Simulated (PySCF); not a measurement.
Te(F)(Cl), SMILES F[Te]Cl at its PBE0/def2-SVP optimised geometry (Å):

```
3

Te    -0.7992    -1.1629     0.0000
F      1.1348    -1.1629     0.0000
Cl    -1.1348     1.1629     0.0000
```

Calculation: PBE0/def2-TZVP, def2 effective core potentials past Kr (PySCF). The core electrons that the potentials of Te replace are not part of the density. Cells within 0.4 Å of a nucleus heavier than hydrogen are left out (blank, or x).

Map of the HOMO−1 amplitude (bohr^(-3/2)), clipped to [-0.25, 0.25] on the plane z = 0.0 Å; orbital energy -9.81 eV, overall sign arbitrary:

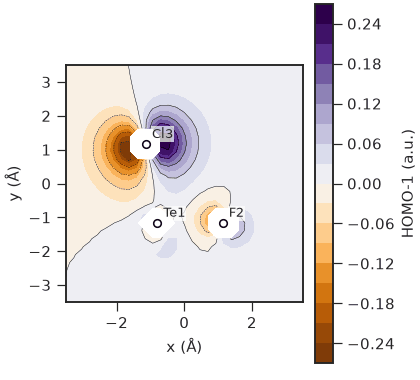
HOMO−1 amplitude (bohr^(-3/2)), clipped to [-0.25, 0.25] on the plane z = 0.0 Å.
